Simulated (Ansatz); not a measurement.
## Electronic structure of C17H13Cl3N2Si (SMILES Cl[Si](Cl)(Cl)Cc1ccc(-c2cnc(-c3ccccc3)nc2)cc1) in real space

```xyz
36

Cl    6.1605    2.3242   -0.7460
Si    6.5920    0.7552    0.5305
Cl    8.6425    0.4846    0.5803
Cl    5.9327    1.2466    2.4271
C     5.7550   -0.8231   -0.0637
C     4.2540   -0.6994   -0.0759
C     3.5811   -0.1540   -1.1889
C     2.1920    0.0042   -1.1823
C     1.4208   -0.3700   -0.0580
C    -0.0446   -0.2054   -0.0544
C    -0.6967    0.8707   -0.6996
N    -2.0201    1.0215   -0.7151
C    -2.7590    0.0932   -0.0662
C    -4.2326    0.2498   -0.0830
C    -4.8243    1.3572   -0.7301
C    -6.2166    1.5016   -0.7485
C    -7.0344    0.5441   -0.1235
C    -6.4515   -0.5603    0.5221
C    -5.0596   -0.7083    0.5442
N    -2.2450   -0.9680    0.5958
C    -0.9200   -1.1082    0.5923
C     2.0993   -0.9091    1.0590
C     3.4887   -1.0662    1.0504
H     6.0996   -1.6338    0.6121
H     6.1651   -1.0361   -1.0736
H     4.1565    0.1461   -2.0784
H     1.6918    0.4031   -2.0777
H    -0.1029    1.6542   -1.2062
H    -4.1643    2.0927   -1.2122
H    -6.6703    2.3682   -1.2545
H    -8.1293    0.6586   -0.1403
H    -7.0897   -1.3126    1.0117
H    -4.5805   -1.5633    1.0427
H    -0.5154   -1.9983    1.1094
H     1.5317   -1.1854    1.9605
H     3.9936   -1.4742    1.9399
```

Geometry: PBE-D4/def2-SVP; not at a stationary point (largest force 0.8 eV/Å).

These are results of RKS PBE0-D4/def2-TZVP (Ansatz 0.2.0), not measurements.

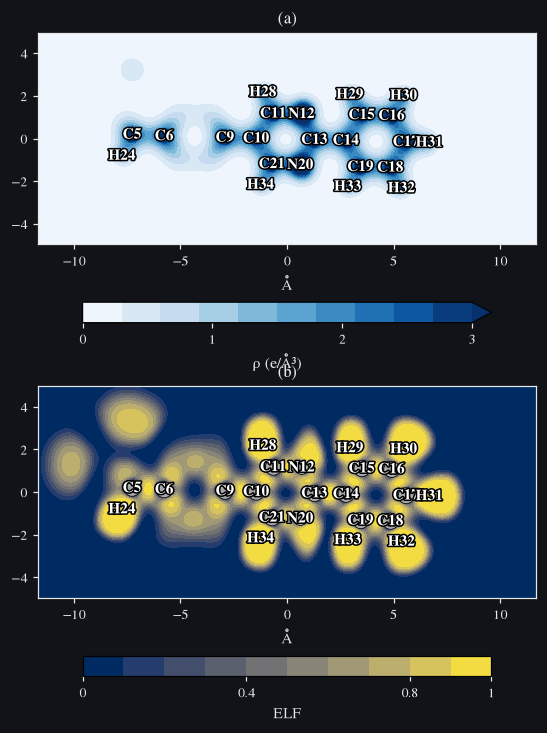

Figure 1. (a) electron density; (b) electron localisation function on the plane of atoms N12, C11 and H28. Grey discs cover the atomic cores in the ELF map.

What do the fields say about this system?

Atoms in the plane: C, N and H. C–N (1.33 Å): the density is about 2.5 e/Å³ at the midpoint; the ELF peaks at about 0.90 between the atoms (localised, covalent bonding). C–C (1.41 Å): ρ at the midpoint is about 2.1 e/Å³; the ELF peaks at about 0.95 between the atoms, as expected for localised, covalent bonding. C–H (1.10 Å): ρ at the midpoint is about 2 e/Å³; the ELF climbs to about 1 towards the hydrogen, as it does in any bond to H (an ordinary covalent bond to hydrogen). C–C (1.47 Å): the density is about 1.8 e/Å³ at the midpoint; the ELF peaks at about 0.95 between the atoms (a shared electron pair). The ELF also peaks beside N20, N12 and Cl1, away from the bonds: lone-pair regions.

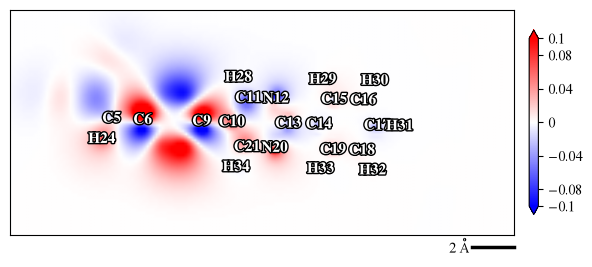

Figure 2. The LUMO on the plane of atoms C14, C19 and H33 (values in Å⁻³ᐟ²; the overall sign is arbitrary).

Where does this orbital lie, and at what energy?

No atom holds more than about 15 % of it (Hirshfeld); by element the shares are C 85 %, N 10 % and H 5 %. Its energy is −1.95 eV.

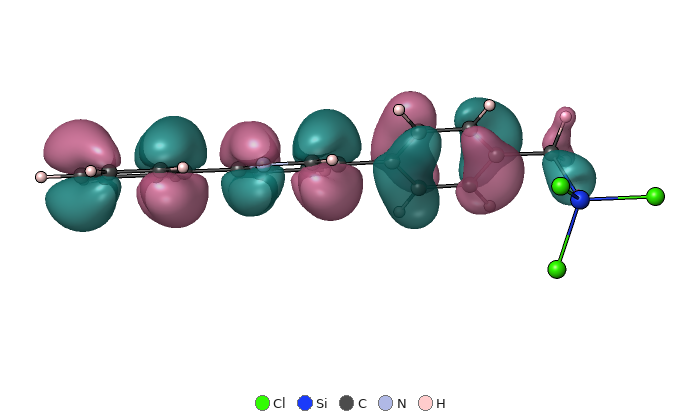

Figure 3. The HOMO at ±0.06 Å⁻³ᐟ² (teal and pink are the two phases), seen from one side.

Where does this orbital lie, and at what energy?

No atom holds more than about 10 % of it (Hirshfeld); by element the shares are C 85 % and N 10 %. Its energy is −6.55 eV.
